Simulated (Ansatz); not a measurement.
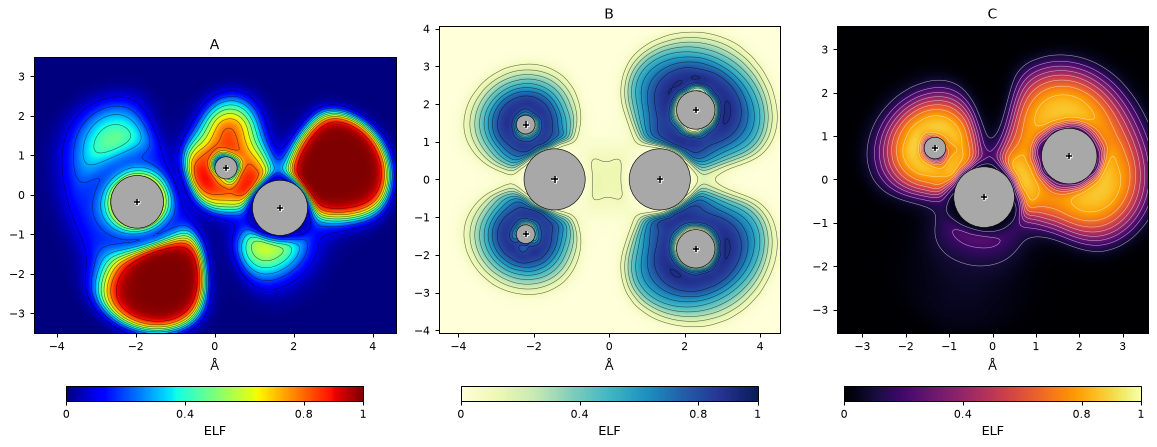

The ELF of 3 systems, each on a plane through atoms (crosses mark nuclei in the plane; grey discs cover the cores).

Level of theory: isolated molecule in a Gaussian basis; Kohn-Sham density functional theory, functional PBE0 (Ansatz).

System 1: Al2Cl2F4, the plane of atoms F5, Al1 and F7. Geometry: PBE0-D4/def2-SVP.

```xyz
8

Al   -0.4245   -1.8141   -1.5280
Al   -1.5407   -1.4186    0.9956
Cl   -1.8716    0.5376    1.5973
Cl   -1.9745   -3.1036    2.1227
F    -0.0766   -0.4848   -2.4304
F     0.0938   -1.5807    0.1917
F    -0.1577   -3.3614   -2.0154
F    -2.0498   -1.6553   -0.7447
```

System 2: H7InOSi, the plane of atoms In1, O2 and Si3. Geometry: PBE0-D4/def2-SVP; core potentials replace the inner electrons of In.

```yaml
atoms:
  - { symbol: In, position_ang: [1.2068, -1.2229, 1.0008] }
  - { symbol: O, position_ang: [0.3475, 0.2641, -0.6868] }
  - { symbol: Si, position_ang: [-1.2424, 0.8679, -0.6516] }
  - { symbol: H, position_ang: [-2.1060, -0.3156, -0.4226] }
  - { symbol: H, position_ang: [-1.5239, 1.5029, -1.9716] }
  - { symbol: H, position_ang: [-1.3952, 1.8766, 0.4331] }
  - { symbol: H, position_ang: [1.0396, 0.8475, -1.0189] }
  - { symbol: H, position_ang: [1.1600, -2.7100, 0.1087] }
  - { symbol: H, position_ang: [-0.1020, -0.8300, 2.0843] }
  - { symbol: H, position_ang: [2.6987, -0.3316, 1.1277] }
```

System 3: Br2F2Si (SMILES F[Si](F)(Br)Br), the plane of atoms Br1, Si5 and F4. Geometry: PBE0-D4/def2-SVP.

```xyz
5

Br   -1.3410   -0.5008   -1.5693
Br    0.5795    2.0199    0.1767
F     1.3742   -0.9582   -0.1469
F    -0.6095   -0.5474    1.4419
Si    0.0466   -0.0874    0.0563
```

Match each panel to its system.

Answer. Panel A is system 2, H7InOSi: the plane holds In, O and Si. Si–O (1.70 Å): the ELF peaks at about 0.90 between the atoms, as expected for a polar covalent bond. Panel B is system 1, Al2Cl2F4: the plane holds Al, Cl and F. Al–F (1.64 Å): the ELF peaks at about 0.85 in the valence shell of F, 0.6 Å from its nucleus, and is about 0.25 at the midpoint. Panel C is system 3, Br2F2Si: the plane holds Br, F and Si. Si–F (1.60 Å): the ELF peaks at about 0.85 in the valence shell of F, 0.6 Å from its nucleus, and is about 0.50 at the midpoint.
